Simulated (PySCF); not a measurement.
# C2H2F4, SMILES `FC(F)C(F)F`: electronic structure

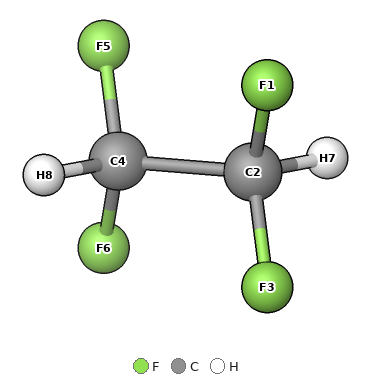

The molecule, with its atoms numbered as below. No frequency check shows the geometry to be a minimum.

Geometry (Å), atoms numbered from 1:

```
F1      -1.3835    1.0828   -0.0916
C2      -0.7000   -0.0001    0.3224
F3      -1.3835   -1.0827   -0.0916
C4       0.7000   -0.0001   -0.3224
F5       1.3835    1.0828    0.0916
F6       1.3835   -1.0827    0.0916
H7      -0.6516   -0.0001    1.4216
H8       0.6516   -0.0001   -1.4216
```

### 1. Bonding charge

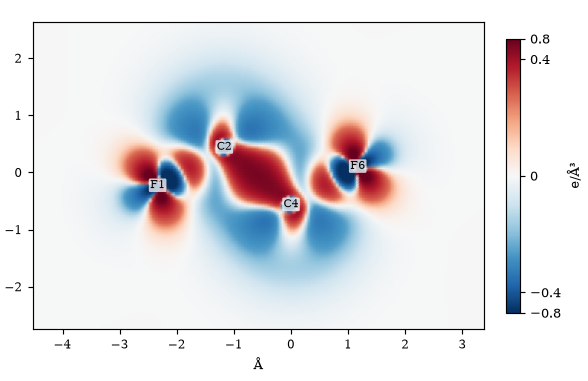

Deformation density (molecule less spherical, spin-averaged free atoms) in the plane of F1, C2, C4 and F6; colour scale in e/Å³, logarithmic beyond ±0.1; red: gain, blue: loss.

PySCF calculation, ωB97X/def2-SVPD, gas phase; geometry: GFN2-xTB.

Describe the bonding that the map shows.

Answer. C2–C4: +0.65 e/Å³ at the bond critical point (bond length 1.54 Å). C4–F6 and F1–C2: +0.07 e/Å³ at the bond critical point (bond length 1.35 Å); up to 0.6 Å beside the axis the gain reaches +0.29 e/Å³. In all, 1.9 electrons gather in the regions of gain relative to the promolecule. A small or negative value marks a very polar bond, one between electron-rich atoms, whose free-atom densities already overlap strongly, a long bond to a heavier atom, or a closed-shell contact such as a hydrogen bond.

Where do the Hirshfeld charges lie?

Answer. The highest Hirshfeld charge is on C2 and C4 (+0.14 e), the lowest on F1, F3, F5 and F6 (−0.10 e).

| atom | charge (e) |
| --- | --- |
| F1 | −0.10 |
| C2 | +0.14 |
| F3 | −0.10 |
| C4 | +0.14 |
| F5 | −0.10 |
| F6 | −0.10 |
| H7 | +0.07 |
| H8 | +0.07 |

### 2. Local ionisation energy

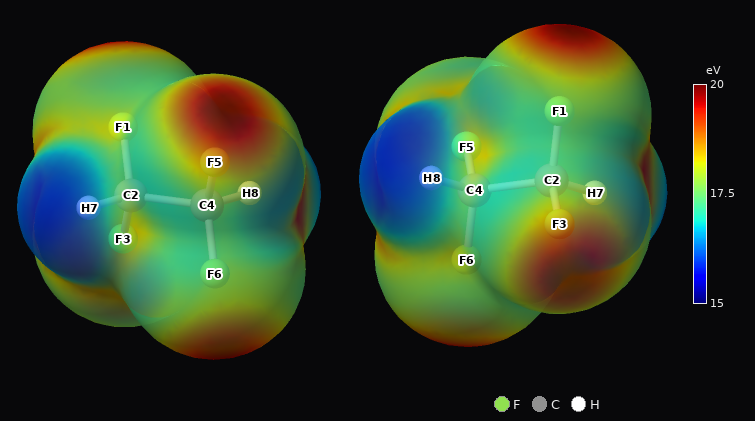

Average local ionisation energy on the surface of electron density 0.001 a.u. (back view left, front view right).

Where are the most loosely bound electrons on this surface?

Answer. The lowest value is 15.8 eV, 1.3 Å from H8, and at like points elsewhere. Further minima include 17.2 eV, 1.7 Å from F5, and at like points elsewhere. For comparison, the highest occupied orbital lies at −12.6 eV.

### 3. Excited states

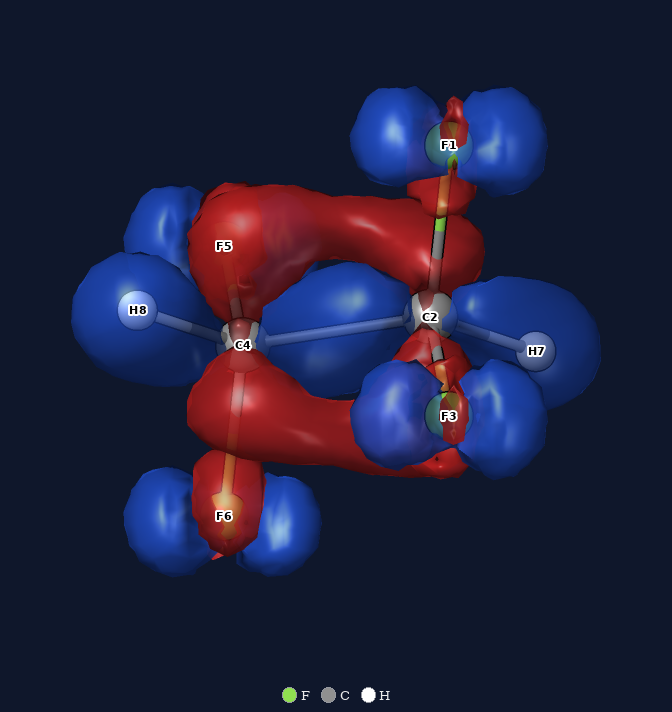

Unrelaxed difference density of S₁ less the ground state (TDA singlet states), ±0.04 e/Å³; red: gain, blue: loss.

Computed with PySCF, ωB97X/def2-SVPD, geometry: GFN2-xTB.

How does the charge move on excitation?

Answer. 0.66 e is displaced in all, mostly between regions of the same atoms. The state: 9.80 eV (127 nm), f = 0.001 (very weak); the leading pair carries 98 %; hole on C2 and C4 (19 % each), F1, F3, F5 and F6 (12 % each) and H7 and H8 (8 % each), electron on C2 and C4 (21 % each), F1, F3, F5 and F6 (12 % each) and H7 and H8 (6 % each); their centroids lie 0.0 Å apart.

### 4. Removing or adding an electron

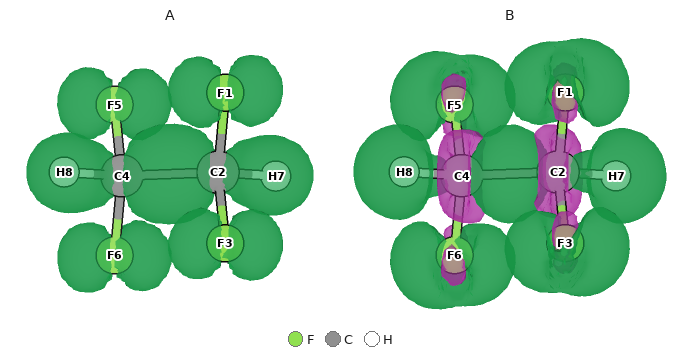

The Fukui function f⁻ from two separate SCF calculations and the density of the HOMO, at ±0.03 e/Å³ (green positive, purple negative).

Computed with PySCF, ωB97X/6-31G*, geometry: GFN2-xTB.

Which panel is which, and how good is the frozen-orbital picture?

Answer. B is f⁻ (it has negative regions), A the HOMO density. The HOMO lies on C2 and C4 (17 % each), F1, F3, F5 and F6 (13 % each) and H7 and H8 (7 % each); f⁻ (Hirshfeld-condensed) is largest on F1, F3, F5 and F6 (0.14 each), H7 and H8 (0.11 each) and C2 and C4 (0.10 each); the vertical ionisation energy is 12.24 eV. Relaxation shifts 13 % of the electron between atoms. The orbital energy is −11.85 eV.

### 5. Localised orbitals

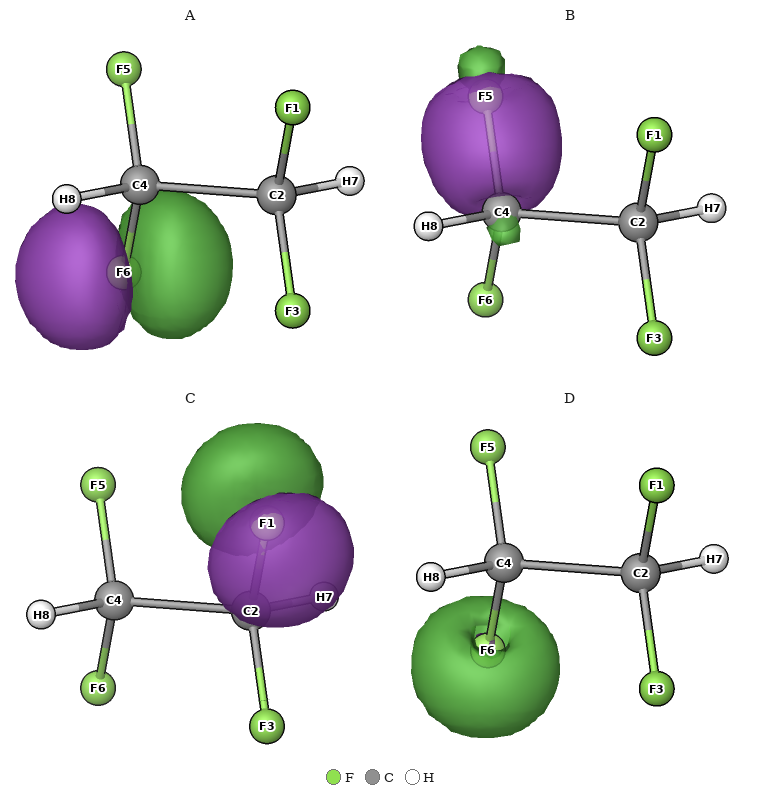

Intrinsic bond orbitals (IBO), occupied; each surface holds about 85 % of the orbital's density. Energies are diagonal elements of the Fock matrix.

Level of theory: PBE0/def2-SVP (PySCF), at a geometry from GFN2-xTB.

Name the orbitals, with their atomic make-up and energies.

Answer. By panel:
- A: lone pair on F6 (p-type) (F6 98 %; −12.6 eV)
- B: σ bond F5–C4 (F5 69 %, C4 31 %; −25.9 eV)
- C: lone pair on F1 (p-type) (F1 97 %; −12.8 eV)
- D: lone pair on F6 (sp0.4-type) (F6 100 %; −24.5 eV)

### 6. Stretching a bond

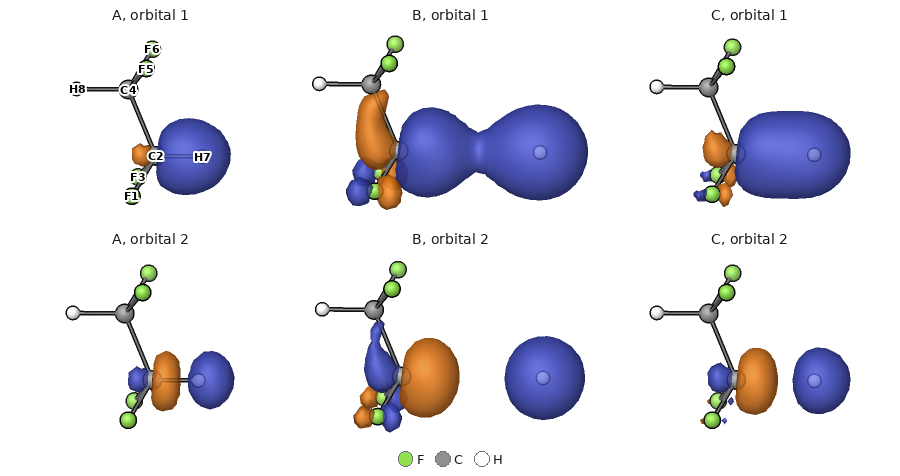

Rigid stretch of the C2–H7 bond. The two CASSCF(2,2) natural orbitals nearest half filling (orbital 1 the more occupied).

Computed with PySCF, cc-pVDZ basis, geometry: GFN2-xTB.

The columns are at 0.98, 1.66 and 3.00 Å, in some order. Assign them, and give the occupations.

Answer. A: 0.98 Å, occupations 1.99 and 0.01. B: 3.00 Å, occupations 1.26 and 0.74. C: 1.66 Å, occupations 1.90 and 0.10.

Where does the UHF solution part from RHF?

Answer. Between 1.44 Å (⟨S²⟩ = 0, the two coincide) and 1.66 Å (⟨S²⟩ = 0.09); at 3.00 Å ⟨S²⟩ is 0.99 and UHF lies 3.8 eV below RHF.

How much energy does the stretch cost?

Answer. By CASSCF, 4.3 eV from the lowest point of the scan (1.07 Å) to 3.00 Å; RHF gives 7.7 eV from its own lowest point. The fragments aren't relaxed and dynamic correlation is missing, so this isn't a bond dissociation energy.

The PySCF runs shown took 24 s, 18 min, 3.2 min, 14 s and 8.6 min on 1 thread of Arm Neoverse N1 (shared host).
